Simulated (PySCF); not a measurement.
Vertical excitations of a molecule C₂H₆BFO₂ from TDA-PBE/def2-SVPD (PySCF), as energy in eV (oscillator strength): 6.69 (0.000), 7.49 (0.017), 7.54 (0.000), 7.55 (0.002), 7.69 (0.000), 7.79 (0.002), 8.09 (0.127), 8.32 (0.001), 8.34 (0.003), 8.47 (0.001). Lowest triplet (TDA): 6.60 eV. Coordinates come from a ωB97X-D3(BJ)/def2-SVP optimisation. One conformer was computed; it need not be the lowest.

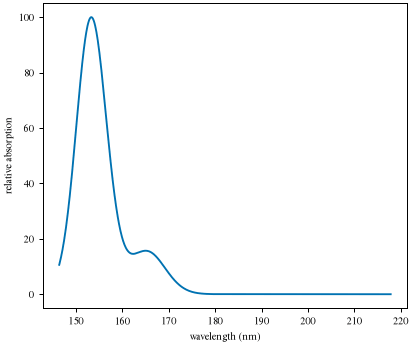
*The lines broadened by 0.4 eV.*

Which structure fits?
A. C[C@@H](O)B(O)F
B. C[C@@H](F)B(O)O
C. COB(F)OC
D. COB(F)CO

C, COB(F)OC
